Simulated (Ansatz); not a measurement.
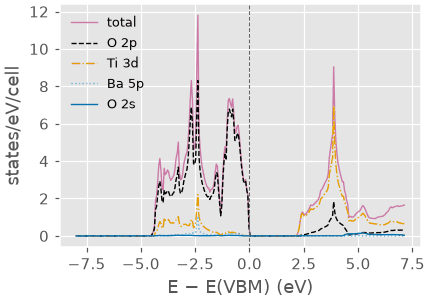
Figure: Total and projected density of states of BaTiO3 (cubic perovskite, Pm-3m), r²SCAN in the plane-wave PAW code Ansatz

Which orbitals carry the states next to the gap?

Top 1 eV of the valence band: O 2p 94 %. Bottom 1 eV of the conduction band: Ti 3d 89 %, O 2p 9 %. Projections are on Löwdin-orthogonalised atomic valence shells; empty p or d shells of many metals are not among them.

Where is the tallest occupied peak in this window, and what makes it?

Near -2.4 eV, about 12 states/eV per cell; the largest projected share is O 2p.

This is a known high-temperature phase of the composition, computed here at zero pressure and temperature. The cell was relaxed with r²SCAN under the symmetry of its start; its stability against distortions is not shown here. The run is not spin-polarised. Spin–orbit coupling is left out wherever it is not named.

Potentials: the later of the program's two PAW sets.
